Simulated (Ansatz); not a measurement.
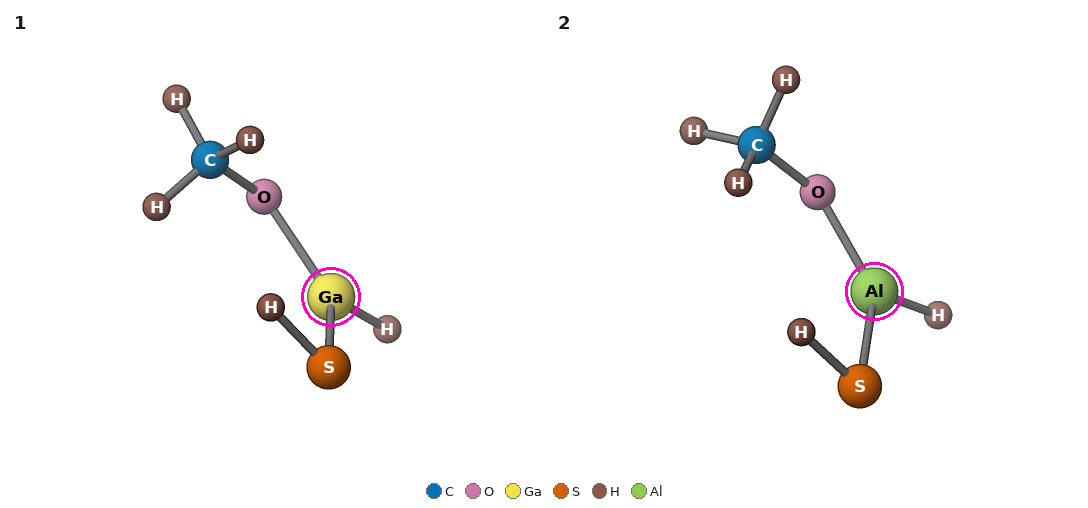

2 molecules with one skeleton, seen from the same side and at one scale; the atom that differs is circled. Each species is neutral and a spin singlet. Computed geometries: PBE0-D4/def2-TZVP optimisations, one conformation each. Properties computed with Ansatz 0.2.0.

One atom differs, called X below: Ga in panel 1, Al in panel 2. Their formulas are CH5GaOS (`C[O][GaH][SH]`), CH5AlOS (`C[O][AlH][SH]`).

**In which is the length of X–O larger (PBE0-D4/def2-TZVP)?**

In panel 1 (X = Ga).

**In which is the angle S–X–H larger (PBE0-D4/def2-TZVP)?**

In panel 1 (X = Ga).

Give the values. With PBE0-D4/def2-TZVP: length of X–H (Å), length of X–O (Å), length of X–S (Å), angle S–X–H (°), harmonic zero-point energy (kJ/mol). With ωB97M-V/def2-SVP: HOMO energy (Kohn–Sham orbital) (eV), HOMO–LUMO gap (eV). With ωB97M-V/def2-TZVPP: dipole moment (D).

```json
{"quantity": "length of X–H (Å)", "1 (Ga)": "1.547", "2 (Al)": "1.569", "2 − 1": "+0.022"}
{"quantity": "length of X–O (Å)", "1 (Ga)": "1.780", "2 (Al)": "1.679", "2 − 1": "−0.101"}
{"quantity": "length of X–S (Å)", "1 (Ga)": "2.200", "2 (Al)": "2.185", "2 − 1": "−0.015"}
{"quantity": "angle S–X–H (°)", "1 (Ga)": "124.1", "2 (Al)": "120.3", "2 − 1": "−3.8"}
{"quantity": "HOMO energy (Kohn–Sham orbital) (eV)", "1 (Ga)": "−9.76", "2 (Al)": "−9.70", "2 − 1": "+0.06"}
{"quantity": "HOMO–LUMO gap (eV)", "1 (Ga)": "10.74", "2 (Al)": "11.03", "2 − 1": "+0.29"}
{"quantity": "dipole moment (D)", "1 (Ga)": "0.68", "2 (Al)": "1.54", "2 − 1": "+0.86"}
{"quantity": "harmonic zero-point energy (kJ/mol)", "1 (Ga)": "152.5", "2 (Al)": "153.5", "2 − 1": "+1.0"}
```
